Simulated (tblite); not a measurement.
## Geometry relaxation of C$_{4}$H$_{11}$BClSi (part 3 of 3)

C$_{4}$H$_{11}$BClSi, multiplicity 2, SMILES CBC[SiH2]C[CH]Cl; GFN2-xTB geometry optimisation, gas phase (tblite 0.8.0). It belongs to a series of runs on one base structure; here: H removed from sp3 C.

Geometry of the input (Å):
```
C  -2.8850  0.0734  -0.1112
B  -1.8385  -1.0554  0.2216
C  -0.3840  -1.0603  -0.4408
Si 0.4079  0.6269  -0.4033
C  2.1576  0.3543  -1.0082
C  3.1778  0.9648  -0.0908
Cl 3.6930  -0.2243  1.1459
H  -2.3471  1.0183  -0.2233
H  -3.5948  0.1041  0.7675
H  -3.4353  -0.1408  -1.0405
H  -2.3032  -2.1298  0.4385
H  0.3081  -1.7625  0.0487
H  -0.4693  -1.3705  -1.5026
H  -0.3258  1.5085  -1.3157
H  0.3820  1.2418  0.9425
H  2.3661  -0.7523  -1.0165
H  2.2570  0.7021  -2.0450
H  2.8248  1.9080  0.3567
```

Trajectory as extended XYZ, continued
```
18
Properties=species:S:1:pos:R:3:forces:R:3 step=120 energy=-587.74189
C    -3.2271   -0.1429   -0.3314    0.0310   0.0370   0.0150
B    -1.9156   -0.8956    0.1025    0.0220  -0.0320  -0.0220
C    -0.6092   -0.8715   -0.7432    0.0370   0.0510   0.0420
Si    0.5703    0.4462   -0.0131   -0.0270  -0.0660   0.0360
C     2.3137    0.1687   -0.8370    0.0110   0.0310   0.0070
C     3.3284    0.9904   -0.1927    0.0240   0.0270   0.0120
Cl    3.9050    0.5221    1.3432    0.0050  -0.0080  -0.0040
H    -3.0711    0.6743   -1.0330    0.0180  -0.0390  -0.0010
H    -3.7811    0.2423    0.5228   -0.0070   0.0270  -0.0240
H    -3.8933   -0.8576   -0.8187    0.0210   0.0190  -0.0050
H    -1.9249   -1.5114    1.1013    0.0010  -0.0200   0.0120
H    -0.0711   -1.8191   -0.6891   -0.0350   0.0020  -0.0280
H    -0.7572   -0.6320   -1.7960   -0.0410  -0.0110   0.0050
H     0.1449    1.8204   -0.3033   -0.0270  -0.0010  -0.0230
H     0.7589    0.2863    1.4305   -0.0190  -0.0040   0.0150
H     2.5628   -0.8887   -0.7461    0.0070   0.0090  -0.0190
H     2.2580    0.4266   -1.8939   -0.0050  -0.0140   0.0080
H     3.3998    2.0481   -0.3793   -0.0160  -0.0100  -0.0270
18
Properties=species:S:1:pos:R:3:forces:R:3 step=126 energy=-587.74854
C    -3.1863   -0.1190   -0.3381   -0.0150   0.0130  -0.0020
B    -1.9160   -0.9390    0.0913   -0.0220   0.0230   0.0560
C    -0.5944   -0.8924   -0.7248   -0.0390  -0.0690  -0.0400
Si    0.5497    0.4411    0.0198    0.0150   0.0510  -0.0100
C     2.2909    0.1789   -0.8217   -0.0120  -0.0390  -0.0140
C     3.3241    1.0028   -0.2122   -0.0260  -0.0260   0.0060
Cl    3.9288    0.5311    1.3138    0.0060   0.0640  -0.0370
H    -2.9886    0.6844   -1.0454    0.0050  -0.0350   0.0170
H    -3.7203    0.2986    0.5140    0.0150   0.0200  -0.0210
H    -3.8893   -0.8025   -0.8182    0.0010   0.0250  -0.0120
H    -1.9698   -1.6050    1.0569    0.0030  -0.0010  -0.0070
H    -0.0567   -1.8396   -0.6756    0.0280   0.0090  -0.0270
H    -0.7436   -0.6497   -1.7782    0.0140   0.0070   0.0410
H     0.0875    1.8038   -0.2915    0.0200  -0.0600  -0.0010
H     0.7247    0.3132    1.4683    0.0010  -0.0260  -0.0010
H     2.5505   -0.8770   -0.7321   -0.0290   0.0100   0.0030
H     2.2032    0.4211   -1.8804    0.0210   0.0240   0.0070
H     3.3969    2.0553   -0.4223    0.0140   0.0110   0.0430
18
Properties=species:S:1:pos:R:3:forces:R:3 step=132 energy=-587.75219
C    -3.1789   -0.1063   -0.3504   -0.0080  -0.0130  -0.0180
B    -1.9297   -0.9556    0.0867   -0.0100  -0.0060  -0.0230
C    -0.5973   -0.9048   -0.7121    0.0120   0.0090   0.0060
Si    0.5476    0.4224    0.0519   -0.0050  -0.0090  -0.0050
C     2.2820    0.1723   -0.8058    0.0000   0.0100  -0.0050
C     3.3128    1.0239   -0.2301   -0.0050   0.0040  -0.0220
Cl    4.0056    0.5789    1.2620    0.0000  -0.0030   0.0360
H    -2.9571    0.6665   -1.0817    0.0150   0.0310  -0.0060
H    -3.6865    0.3584    0.4931    0.0100  -0.0010  -0.0030
H    -3.9142   -0.7715   -0.8080    0.0120   0.0120   0.0270
H    -2.0094   -1.6547    1.0247   -0.0080   0.0060   0.0400
H    -0.0580   -1.8512   -0.6819    0.0140  -0.0090   0.0040
H    -0.7336   -0.6370   -1.7599   -0.0120   0.0020  -0.0110
H     0.0862    1.7846   -0.2509    0.0000  -0.0200   0.0010
H     0.7282    0.2823    1.4994   -0.0010  -0.0280  -0.0180
H     2.5542   -0.8787   -0.7045    0.0100   0.0100   0.0040
H     2.1765    0.3995   -1.8664    0.0030   0.0070   0.0030
H     3.3629    2.0774   -0.4425   -0.0260  -0.0020  -0.0110
18
Properties=species:S:1:pos:R:3:forces:R:3 step=139 energy=-587.75390
C    -3.1790   -0.1059   -0.3606   -0.0210  -0.0180   0.0270
B    -1.9312   -0.9507    0.0872    0.0140  -0.0090  -0.0040
C    -0.6015   -0.9005   -0.7168    0.0050   0.0140   0.0160
Si    0.5524    0.4063    0.0666    0.0220  -0.0300  -0.0180
C     2.2842    0.1677   -0.8009    0.0070   0.0040   0.0090
C     3.3127    1.0310   -0.2383   -0.0200   0.0140  -0.0160
Cl    4.0072    0.6194    1.2644   -0.0230   0.0010  -0.0070
H    -2.9612    0.6488   -1.1112    0.0110   0.0290  -0.0190
H    -3.6784    0.3797    0.4758    0.0100   0.0090   0.0060
H    -3.9201   -0.7811   -0.7915   -0.0070   0.0070  -0.0050
H    -2.0109   -1.6350    1.0379    0.0060   0.0160  -0.0070
H    -0.0634   -1.8482   -0.7043   -0.0090  -0.0060  -0.0040
H    -0.7433   -0.6101   -1.7579    0.0010  -0.0320  -0.0160
H     0.0985    1.7750   -0.2077   -0.0130   0.0060   0.0060
H     0.7369    0.2210    1.5069    0.0070  -0.0070   0.0130
H     2.5645   -0.8804   -0.6921    0.0070   0.0070  -0.0100
H     2.1705    0.3885   -1.8625    0.0110  -0.0080   0.0200
H     3.3533    2.0808   -0.4715   -0.0080  -0.0010   0.0080
18
Properties=species:S:1:pos:R:3:forces:R:3 step=145 energy=-587.75620
C    -3.1652   -0.0853   -0.3778    0.0370   0.0380  -0.0120
B    -1.9369   -0.9586    0.0704    0.0030   0.0030  -0.0040
C    -0.5966   -0.9160   -0.7150   -0.0110  -0.0350  -0.0150
Si    0.5565    0.3739    0.0913   -0.0280  -0.0060   0.0370
C     2.2798    0.1569   -0.7891   -0.0060   0.0260  -0.0110
C     3.2865    1.0629   -0.2594    0.0420   0.0220   0.0360
Cl    4.0403    0.6692    1.2188    0.0010   0.0220   0.0240
H    -2.9368    0.6498   -1.1472    0.0000  -0.0220   0.0140
H    -3.6162    0.4365    0.4636   -0.0300   0.0220   0.0180
H    -3.9450   -0.7359   -0.7741   -0.0160  -0.0010  -0.0030
H    -2.0429   -1.6418    1.0191    0.0270  -0.0030  -0.0110
H    -0.0612   -1.8651   -0.7045   -0.0250  -0.0310   0.0130
H    -0.7254   -0.6219   -1.7569    0.0060  -0.0100  -0.0100
H     0.0774    1.7422   -0.1427    0.0210   0.0010   0.0030
H     0.7563    0.1535    1.5261   -0.0010   0.0010  -0.0070
H     2.5941   -0.8782   -0.6605    0.0040  -0.0200  -0.0030
H     2.1493    0.3494   -1.8519   -0.0140   0.0050  -0.0700
H     3.2771    2.1148   -0.4865   -0.0110  -0.0110   0.0020
18
Properties=species:S:1:pos:R:3:forces:R:3 step=151 energy=-587.76414
C    -3.1211   -0.0211   -0.3762    0.0040  -0.0070   0.0080
B    -1.9435   -0.9670    0.0659   -0.0170   0.0160  -0.0130
C    -0.6038   -0.9953   -0.7194    0.0070  -0.0090  -0.0350
Si    0.5599    0.2798    0.0952    0.0730   0.0100  -0.0500
C     2.2888    0.1666   -0.8110   -0.0360  -0.0270  -0.0090
C     3.2370    1.1257   -0.2621   -0.0300  -0.0190  -0.0450
Cl    3.9458    0.8019    1.2529    0.0130  -0.0070   0.0310
H    -2.8584    0.6796   -1.1647    0.0190   0.0160  -0.0030
H    -3.5238    0.5479    0.4604    0.0190   0.0030   0.0110
H    -3.9538   -0.6200   -0.7459   -0.0060  -0.0240  -0.0010
H    -2.0729   -1.6432    1.0151   -0.0150  -0.0070   0.0180
H    -0.0977   -1.9589   -0.6871   -0.0060  -0.0400   0.0270
H    -0.7154   -0.7200   -1.7671    0.0080   0.0270  -0.0320
H     0.0629    1.6528   -0.0586    0.0040   0.0050  -0.0200
H     0.7797   -0.0028    1.5135    0.0270  -0.0100   0.0450
H     2.6694   -0.8501   -0.6978   -0.0550   0.0260   0.0170
H     2.1455    0.3605   -1.8749    0.0080   0.0240   0.0550
H     3.1926    2.1700   -0.5144   -0.0180   0.0230  -0.0050
18
Properties=species:S:1:pos:R:3:forces:R:3 step=158 energy=-587.76704
C    -3.0731    0.0183   -0.3775   -0.0170  -0.0210   0.0070
B    -1.9445   -0.9877    0.0539    0.0040   0.0040   0.0040
C    -0.5977   -1.0454   -0.7170    0.0050   0.0030   0.0030
Si    0.5500    0.2445    0.0998    0.0120   0.0190  -0.0010
C     2.2701    0.1692   -0.8144    0.0090  -0.0010   0.0060
C     3.1944    1.1538   -0.2700   -0.0130   0.0020  -0.0080
Cl    3.9335    0.8431    1.2345   -0.0020   0.0020   0.0050
H    -2.7741    0.7034   -1.1660   -0.0040   0.0360  -0.0170
H    -3.4330    0.6073    0.4650    0.0150   0.0020   0.0000
H    -3.9418   -0.5325   -0.7390   -0.0100  -0.0050  -0.0050
H    -2.1128   -1.6745    0.9899    0.0000  -0.0040   0.0060
H    -0.1022   -2.0135   -0.6613    0.0120  -0.0130   0.0010
H    -0.6886   -0.7778   -1.7694   -0.0020  -0.0010  -0.0070
H     0.0260    1.6099   -0.0409    0.0120  -0.0090  -0.0220
H     0.7890   -0.0351    1.5177    0.0110  -0.0140   0.0110
H     2.6712   -0.8375   -0.6960   -0.0140   0.0010  -0.0080
H     2.1253    0.3620   -1.8772   -0.0220  -0.0030   0.0190
H     3.0996    2.1988   -0.5087    0.0040   0.0040   0.0060
18
Properties=species:S:1:pos:R:3:forces:R:3 step=164 energy=-587.76763
C    -3.0691    0.0230   -0.3791   -0.0040   0.0000   0.0010
B    -1.9454   -0.9907    0.0495    0.0040   0.0000   0.0040
C    -0.5946   -1.0526   -0.7144    0.0010   0.0050   0.0000
Si    0.5498    0.2415    0.1020   -0.0030  -0.0050   0.0050
C     2.2672    0.1713   -0.8137   -0.0010  -0.0010  -0.0010
C     3.1901    1.1575   -0.2706   -0.0020   0.0030  -0.0010
Cl    3.9282    0.8487    1.2352   -0.0010   0.0000   0.0010
H    -2.7701    0.7133   -1.1645    0.0000  -0.0040  -0.0020
H    -3.4184    0.6109    0.4688    0.0010  -0.0020   0.0000
H    -3.9440   -0.5195   -0.7387    0.0020   0.0030   0.0020
H    -2.1190   -1.6806    0.9827   -0.0070   0.0040   0.0000
H    -0.1001   -2.0215   -0.6515    0.0040   0.0050  -0.0030
H    -0.6814   -0.7898   -1.7684    0.0040  -0.0020  -0.0020
H     0.0275    1.6058   -0.0496    0.0010  -0.0040  -0.0020
H     0.7926   -0.0438    1.5187    0.0000   0.0040   0.0030
H     2.6687   -0.8351   -0.6994    0.0040  -0.0070  -0.0050
H     2.1145    0.3654   -1.8746   -0.0020   0.0040  -0.0010
H     3.0945    2.2026   -0.5087    0.0000  -0.0020   0.0020
```

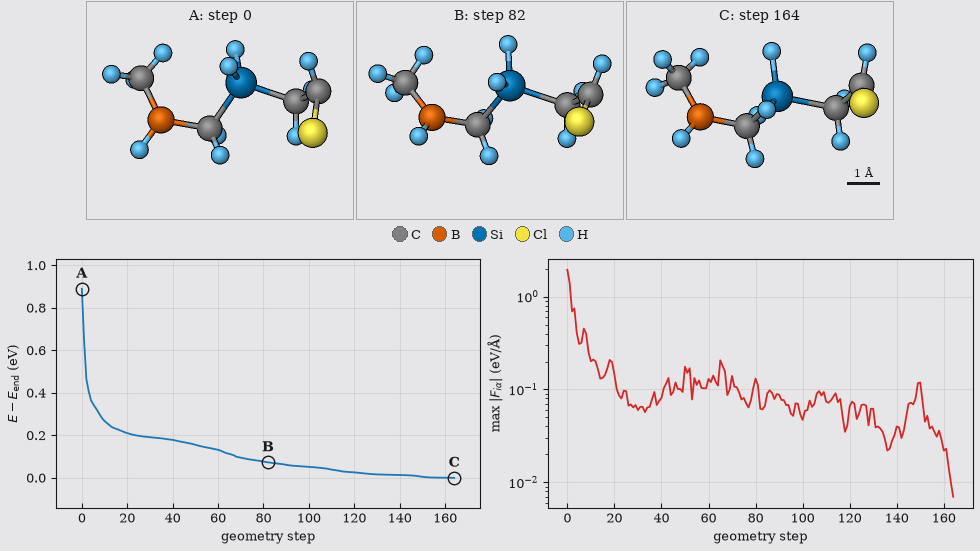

**Figure 1.** Frames of the relaxation (ball-and-stick view, seen at a tilt) above the curves, on which the letters mark them (steps are counted from 0).

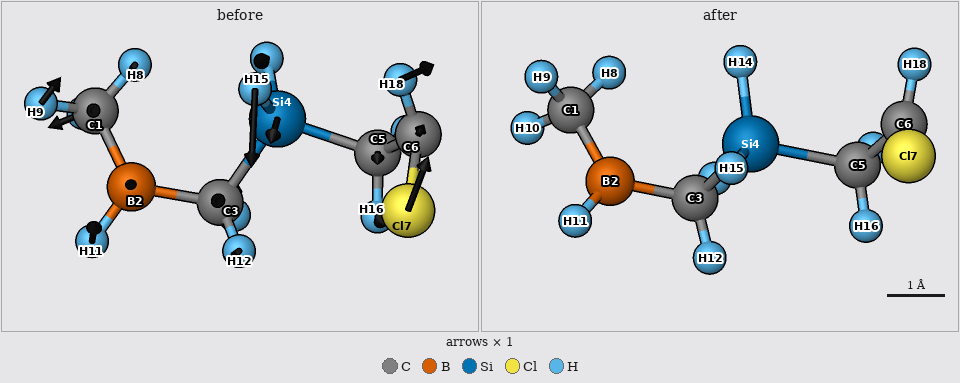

**Figure 2.** Before (left) and after (right) the relaxation, at one scale (ball-and-stick view, seen at a tilt). The black arrows give the displacements, at true length. The energy falls by 0.890 eV in 164 geometry steps. The largest force component goes from 1.9 to 0.007 eV/Å. The largest move after the best rigid fit is that of H15, 1.49 Å. By element the largest moves are H 1.49 Å, Cl 1.08 Å, Si 0.66 Å, C 0.36 Å, B 0.23 Å. Among the contacts that change: C6–Cl7 1.791 → 1.705 Å, Si4–C5 1.871 → 1.948 Å, C3–Si4 1.864 → 1.911 Å, C5–C6 1.502 → 1.456 Å. Among the angles that change: C5–C6–H18 112.2° → 121.3°, C5–C6–Cl7 110.3° → 118.8°, B2–C1–H8 108.3° → 114.2°. (Atoms are counted from 1 in the order of the input.)
